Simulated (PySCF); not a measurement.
**Run report: C₈H₄Sn, geometry relaxation**

- system: C₈H₄Sn (Sn(CCH)4), SMILES C#[C][Sn]([C]#C)([C]#C)[C]#C
- method: PBE0-D3(BJ)/def2-SVP geometry optimisation, gas phase (PySCF 2.14.0)

It belongs to a series of runs on one base structure; here: ligand (all four): Me to CCH.

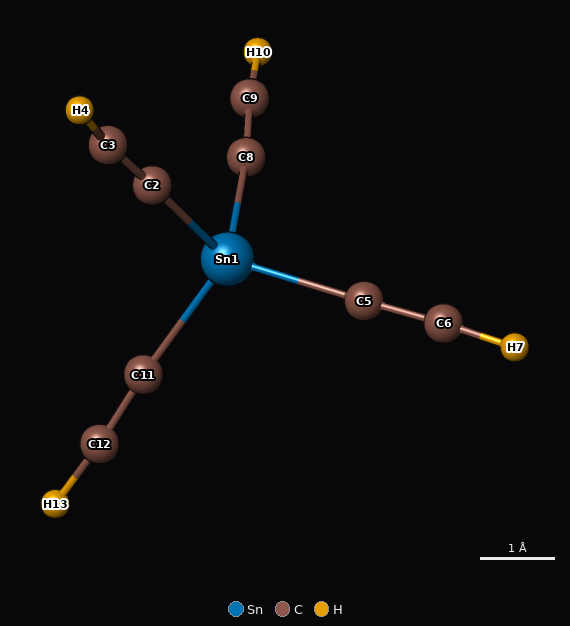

Fig. 1: The starting structure (ball-and-stick view, seen at a tilt; atoms are numbered from 1 in the order of the input). Sticks mark near contacts.

**Key numbers**

| quantity | value |
| --- | --- |
| outcome | converged |
| total energy | −520.652765 hartree |
| dipole moment | 0.02 D |
| hardware | 1 CPU thread, shared host |
| wall time | 1.9 min |
| peak memory | 0.62 GiB |

**Input file**
```
{"job": {"xc": "PBE0", "basis": "def2-SVP", "d3": "d3bj", "grid": 1, "maxiter": 30, "shake": 0.03, "kind": "geom"}, "charge": 0, "multiplicity": 1}
Sn     0.064740    -0.078240     0.010450
C     -0.021280    -0.020350     2.071880
C     -0.073660    -0.019460     3.253360
H      0.077150    -0.010040     4.321860
C      1.959000    -0.019060    -0.721580
C      3.089270     0.021330    -1.093810
H      4.123820     0.006350    -1.433700
C     -0.926040     1.716440    -0.709950
C     -1.543000     2.697570    -1.036830
H     -2.041800     3.534210    -1.415640
C     -1.004840    -1.706750    -0.671810
C     -1.534850    -2.672240    -1.076070
H     -2.137860    -3.501870    -1.475960
```

The first line tells a small driver script what to run in PySCF; the rest is the geometry in Å.

Launch command:
```bash
OMP_NUM_THREADS=1 python <driver script> task.json out
```

**Log**
```
step   0  E = -520.63774904  max force = 0.091402
step   1  E = -520.65120688  max force = 0.012312
step   2  E = -520.65222187  max force = 0.007998
step   3  E = -520.65258827  max force = 0.002672
step   4  E = -520.65267431  max force = 0.001239
step   5  E = -520.65270646  max force = 0.000937
step   6  E = -520.65275690  max force = 0.000342
step   7  E = -520.65276493  max force = 0.000265
optimisation converged
```

**Trajectory as extended XYZ (Å, eV, eV/Å), 8 frames, from step=0 to step=7**
```
13
Properties=species:S:1:pos:R:3:forces:R:3 step=0 energy=-14167.27477
Sn    0.0647   -0.0782    0.0104   -1.4426   1.4024  -0.3548
C    -0.0213   -0.0204    2.0719    0.0851  -0.0845  -3.7150
C    -0.0737   -0.0195    3.2534    0.4338   0.0354   3.9900
H     0.0771   -0.0100    4.3219   -0.3575  -0.0008  -0.0694
C     1.9590   -0.0191   -0.7216   -1.9319  -0.1555   0.7783
C     3.0893    0.0213   -1.0938    3.1817  -0.0661  -1.0624
H     4.1238    0.0063   -1.4337   -0.4917   0.1026   0.1358
C    -0.9260    1.7164   -0.7099    1.1322  -2.1399   0.9245
C    -1.5430    2.6976   -1.0368    0.0604  -0.0010  -0.1755
H    -2.0418    3.5342   -1.4156   -0.6825   1.1079  -0.3410
C    -1.0048   -1.7067   -0.6718    2.5213   3.9086   1.6801
C    -1.5349   -2.6722   -1.0761   -3.1669  -4.7001  -2.1680
H    -2.1379   -3.5019   -1.4760    0.6587   0.5910   0.3774
13
Properties=species:S:1:pos:R:3:forces:R:3 step=1 energy=-14167.64097
Sn    0.0257   -0.0299   -0.0066    0.2197  -0.2664   0.0684
C    -0.0169    0.0091    2.0724   -0.0073  -0.1030   0.1445
C    -0.0583    0.0055    3.2896    0.2980   0.0239  -0.2230
H     0.0115    0.0109    4.3631   -0.1680   0.0001   0.0330
C     1.9799   -0.0112   -0.7404   -0.0094  -0.0883   0.1492
C     3.1354    0.0115   -1.1228   -0.2362  -0.0787   0.0566
H     4.1531    0.0061   -1.4660    0.0787   0.0467  -0.0364
C    -0.9081    1.6616   -0.6854   -0.4498   0.6331  -0.1482
C    -1.5231    2.6581   -1.0198    0.1122  -0.0586  -0.1637
H    -2.0415    3.5346   -1.3766    0.0297  -0.0755   0.1138
C    -1.0298   -1.6846   -0.6933    0.1747  -0.2095  -0.0324
C    -1.5761   -2.6902   -1.1085   -0.0297   0.3671   0.0814
H    -2.1212   -3.5337   -1.4834   -0.0127  -0.1909  -0.0432
13
Properties=species:S:1:pos:R:3:forces:R:3 step=2 energy=-14167.66859
Sn    0.0123   -0.0148   -0.0105   -0.1877   0.3164  -0.1381
C     0.0044   -0.0004    2.0667   -0.0464  -0.0363   0.2724
C    -0.0225   -0.0132    3.2851    0.1705   0.0278  -0.2978
H     0.0127   -0.0160    4.3606   -0.0871  -0.0066   0.0063
C     1.9631   -0.0301   -0.7227    0.1895  -0.0123   0.0103
C     3.1199   -0.0243   -1.1032   -0.2398  -0.0382   0.0481
H     4.1385   -0.0315   -1.4477    0.0337   0.0187  -0.0092
C    -0.9430    1.7174   -0.7067    0.0137  -0.1765   0.1565
C    -1.5492    2.7166   -1.0470    0.0652  -0.0090  -0.1124
H    -2.0666    3.5997   -1.3877    0.0360  -0.0789   0.0764
C    -1.0147   -1.6868   -0.6921   -0.0288  -0.3371  -0.1271
C    -1.5531   -2.7008   -1.1030    0.0587   0.4113   0.1235
H    -2.0712   -3.5680   -1.4697    0.0226  -0.0792  -0.0087
13
Properties=species:S:1:pos:R:3:forces:R:3 step=3 energy=-14167.67856
Sn   -0.0002   -0.0005   -0.0138   -0.0958   0.0990  -0.0441
C     0.0123    0.0022    2.0611   -0.0467  -0.0167   0.0790
C    -0.0041   -0.0134    3.2772    0.0707   0.0216  -0.0340
H     0.0054   -0.0201    4.3535   -0.0291  -0.0068  -0.0089
C     1.9488   -0.0321   -0.7142    0.1113   0.0079   0.0010
C     3.1034   -0.0357   -1.0958    0.0000  -0.0138  -0.0322
H     4.1227   -0.0430   -1.4424   -0.0196   0.0033   0.0139
C    -0.9499    1.7182   -0.7039   -0.0272  -0.0713   0.0935
C    -1.5472    2.7189   -1.0510    0.0438   0.0063  -0.0671
H    -2.0613    3.6048   -1.3803   -0.0105   0.0043   0.0183
C    -1.0096   -1.6805   -0.6963    0.0108  -0.1374  -0.0518
C    -1.5452   -2.6938   -1.1049   -0.0564   0.0792   0.0127
H    -2.0446   -3.5770   -1.4670    0.0487   0.0244   0.0198
13
Properties=species:S:1:pos:R:3:forces:R:3 step=4 energy=-14167.68090
Sn   -0.0071    0.0055   -0.0140    0.0444  -0.0369  -0.0059
C     0.0133    0.0020    2.0640   -0.0358  -0.0082  -0.0637
C     0.0050   -0.0133    3.2793    0.0116   0.0135   0.0462
H     0.0005   -0.0222    4.3553    0.0045  -0.0043   0.0001
C     1.9501   -0.0304   -0.7112   -0.0457   0.0190   0.0354
C     3.1030   -0.0387   -1.0964    0.0289  -0.0026  -0.0348
H     4.1214   -0.0465   -1.4442   -0.0020  -0.0034   0.0077
C    -0.9591    1.7178   -0.6991   -0.0413  -0.0080   0.0482
C    -1.5483    2.7199   -1.0548    0.0323   0.0058  -0.0330
H    -2.0596    3.6085   -1.3800   -0.0149   0.0152  -0.0024
C    -1.0076   -1.6815   -0.7006    0.0635   0.0286   0.0122
C    -1.5465   -2.6919   -1.1086   -0.0538  -0.0179  -0.0093
H    -2.0343   -3.5813   -1.4675    0.0082  -0.0006  -0.0005
13
Properties=species:S:1:pos:R:3:forces:R:3 step=5 energy=-14167.68178
Sn   -0.0081    0.0047   -0.0118    0.0482  -0.0327  -0.0059
C     0.0113   -0.0008    2.0652   -0.0261  -0.0064  -0.0254
C     0.0083   -0.0145    3.2808   -0.0032   0.0083   0.0240
H     0.0031   -0.0240    4.3568    0.0114  -0.0020   0.0023
C     1.9493   -0.0267   -0.7075   -0.0211   0.0188   0.0187
C     3.1011   -0.0356   -1.0965    0.0030  -0.0016  -0.0181
H     4.1190   -0.0437   -1.4452    0.0051  -0.0030   0.0027
C    -0.9643    1.7151   -0.6942   -0.0409   0.0144   0.0266
C    -1.5474    2.7181   -1.0579    0.0235   0.0062  -0.0203
H    -2.0562    3.6076   -1.3857   -0.0058   0.0020  -0.0023
C    -1.0034   -1.6828   -0.7017    0.0407   0.0195   0.0073
C    -1.5478   -2.6898   -1.1105   -0.0300  -0.0175  -0.0041
H    -2.0342   -3.5796   -1.4697   -0.0046  -0.0058  -0.0056
13
Properties=species:S:1:pos:R:3:forces:R:3 step=6 energy=-14167.68315
Sn   -0.0085   -0.0008   -0.0036    0.0075  -0.0117   0.0051
C     0.0034   -0.0105    2.0736   -0.0003  -0.0056   0.0096
C     0.0140   -0.0192    3.2895   -0.0159  -0.0035  -0.0118
H     0.0171   -0.0282    4.3655    0.0120   0.0030   0.0009
C     1.9487   -0.0134   -0.6974    0.0117   0.0088  -0.0057
C     3.0971   -0.0203   -1.0972   -0.0152  -0.0040   0.0089
H     4.1137   -0.0280   -1.4495    0.0027   0.0017  -0.0037
C    -0.9766    1.7063   -0.6806   -0.0124   0.0176  -0.0050
C    -1.5428    2.7105   -1.0675    0.0014   0.0053   0.0016
H    -2.0434    3.6003   -1.4081    0.0057  -0.0111  -0.0016
C    -0.9929   -1.6900   -0.7049    0.0040   0.0114   0.0046
C    -1.5541   -2.6865   -1.1175    0.0110  -0.0169   0.0011
H    -2.0451   -3.5724   -1.4804   -0.0121   0.0049  -0.0039
13
Properties=species:S:1:pos:R:3:forces:R:3 step=7 energy=-14167.68337
Sn   -0.0086   -0.0032   -0.0002   -0.0025   0.0073  -0.0010
C     0.0003   -0.0150    2.0766    0.0038  -0.0045   0.0118
C     0.0146   -0.0229    3.2925   -0.0065  -0.0035  -0.0076
H     0.0246   -0.0310    4.3684    0.0043   0.0022   0.0003
C     1.9486   -0.0086   -0.6938    0.0049   0.0035  -0.0033
C     3.0961   -0.0137   -1.0960   -0.0051  -0.0041   0.0077
H     4.1122   -0.0198   -1.4500    0.0010   0.0027  -0.0034
C    -0.9791    1.7035   -0.6775   -0.0008   0.0062  -0.0044
C    -1.5409    2.7074   -1.0713   -0.0005   0.0002   0.0021
H    -2.0385    3.5961   -1.4185    0.0029  -0.0047  -0.0009
C    -0.9902   -1.6921   -0.7047   -0.0063  -0.0033  -0.0013
C    -1.5559   -2.6855   -1.1189    0.0136  -0.0035   0.0026
H    -2.0525   -3.5673   -1.4842   -0.0086   0.0014  -0.0027
```

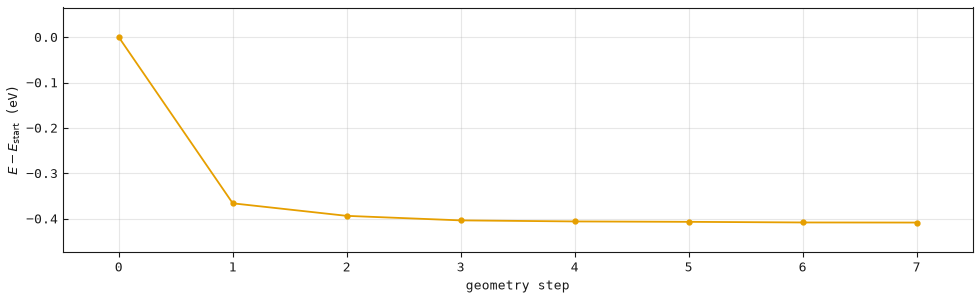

Fig. 2: Progress of the relaxation, step by step (steps are counted from 0).

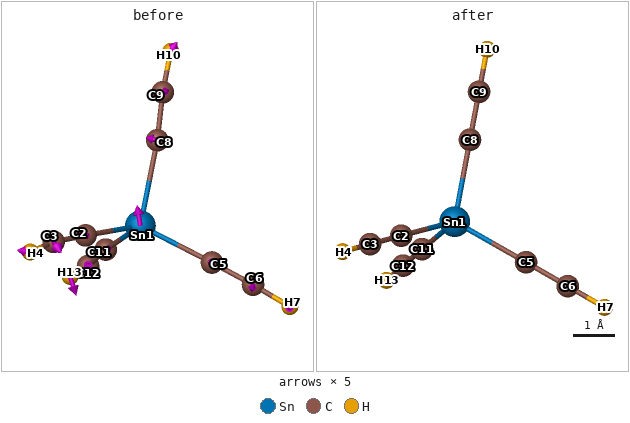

Fig. 3: Before (left) and after (right) the relaxation, at one scale (ball-and-stick view, seen at a tilt). The pink arrows give the displacements, magnified 5 times. After 7 geometry steps the energy has fallen by 0.409 eV. The largest force component goes from 4.7 to 0.014 eV/Å. The largest moves after the best rigid fit, 0.11 Å, are those of Sn1 and H13. Largest moves by element: Sn 0.11 Å, H 0.10 Å, C 0.10 Å. Among the contacts that change: Sn1–C8 2.173 → 2.077 Å, Sn1–C5 2.032 → 2.076 Å, C11–C12 1.173 → 1.216 Å, C2–C3 1.183 → 1.216 Å. Among the angles that change: C2–C3–H4 169.4° → 179.8°, C11–C12–H13 173.1° → 179.7°, C8–C9–H10 174.4° → 179.9°. (Atoms are counted from 1 in the order of the input.)
